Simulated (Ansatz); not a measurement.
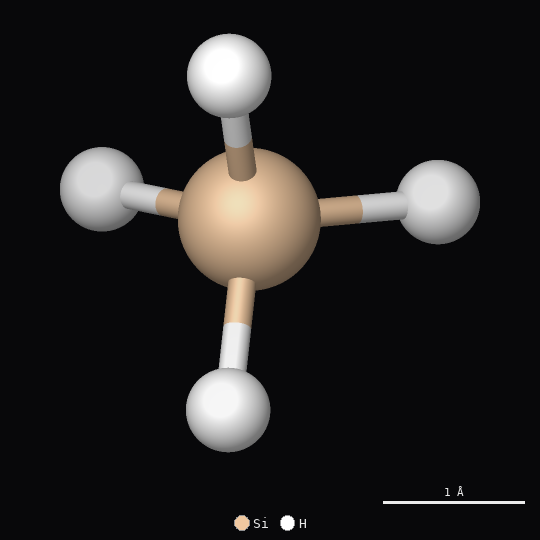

The picture shows a molecular structure as a ball-and-stick model. Every bond is drawn as one stick, whatever its order.

The geometry was computed by an optimisation with PBE0-D4/def2-TZVP.

**Which formula does it have?**

SiH₄, 5 atoms: 1 silicon and 4 hydrogen.

**Count the bonded pairs by element.**

4 Si–H. Sticks follow a distance rule.

**Give the symmetry (Schoenflies symbol).**

Td.

The parts below concern this one geometry. Atoms keep their numbers from picture to picture.

### Geometry

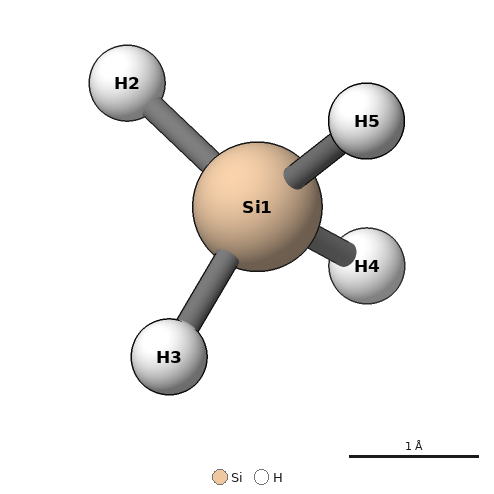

The atoms are numbered.

**How are the neighbours of atom 1 arranged?**

Si1 has 4 neighbours (H2 at 1.48, H3 at 1.48, H4 at 1.48, H5 at 1.48 Å); the arrangement is tetrahedral.

### Electronic properties

Level of theory: RKS PBE0-D4/def2-TZVPP (Ansatz 0.2.0).

**What is the HOMO energy (Kohn–Sham orbital)?**

−9.86 eV.

**Estimate the LUMO energy (Kohn–Sham orbital).**

1.06 eV.

### Vibrations

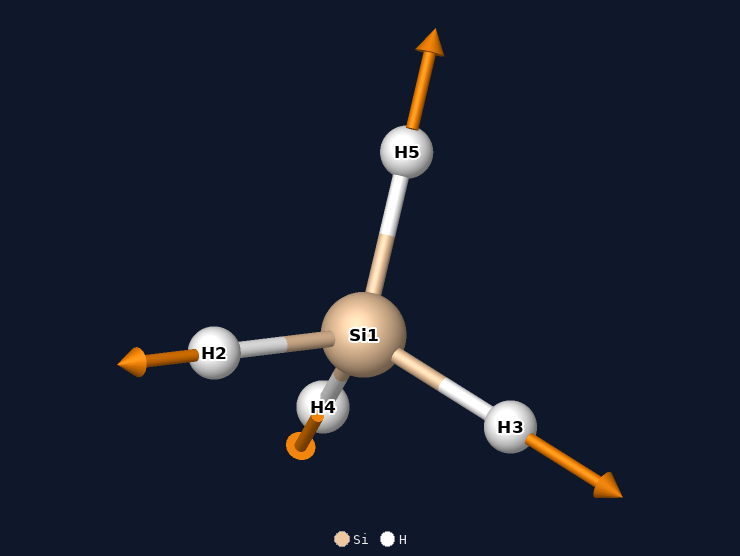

The arrows show one normal mode. Harmonic vibrations computed with RKS PBE0-D4/def2-TZVP (Ansatz 0.2.0) at a stationary point of the same level.

**What kind of motion is it?**

Mostly in-phase stretching of 4 Si–H bonds.

**At what wavenumber does it lie?**

2235 cm⁻¹; it is mode 6 of 9 counted from the lowest.

### Thermal motion

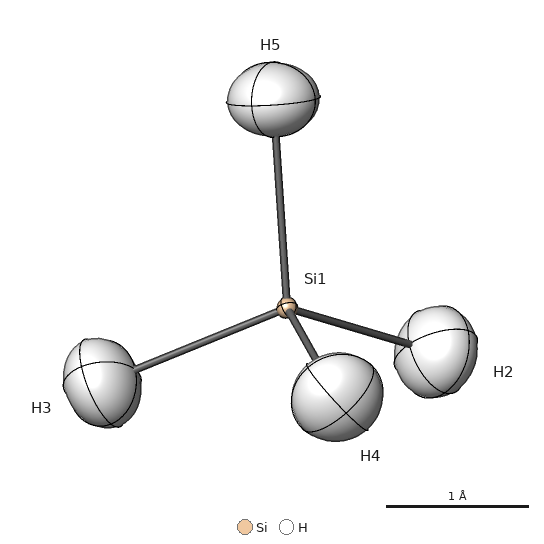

Displacement ellipsoids at the 50 % level, enlarged 2 times, from the internal vibrations of the free molecule (harmonic, no overall translation or rotation; no half-axis is drawn under 0.075 Å). Vibrations computed with RKS PBE0-D4/def2-TZVP (Ansatz 0.2.0). Temperature: 400 K.

**Which atom has the largest mean-square displacement?**

H2, H3, H4, H5, with U_eq = 0.0100 Å².

List U_eq and the three principal root-mean-square amplitudes for each kind of atom.

| atom | U_eq (Å²) | rms amplitudes (Å) |
| --- | --- | --- |
| Si1 | 0.00007 | 0.008, 0.008, 0.008 |
| H2, H3, H4, H5 | 0.0100 | 0.085, 0.107, 0.107 |

### Charges

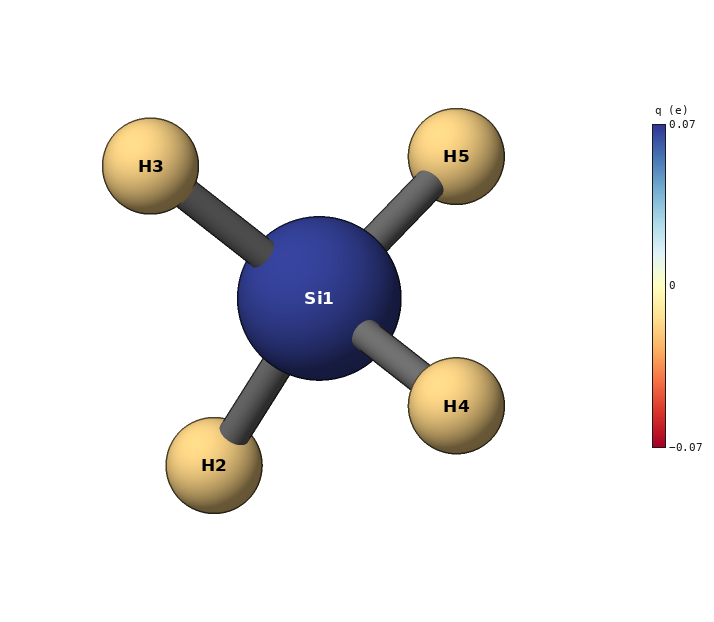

Atoms are coloured by their Mulliken charges. Properties computed with RKS PBE0-D4/def2-TZVP (Ansatz 0.2.0).

List the Mulliken charges.

```csv
atom,value (e)
Si1,0.07
H2,−0.02
H3,−0.02
H4,−0.02
H5,−0.02
```

Mulliken values depend strongly on the basis set and can even reverse the polarity of a bond.
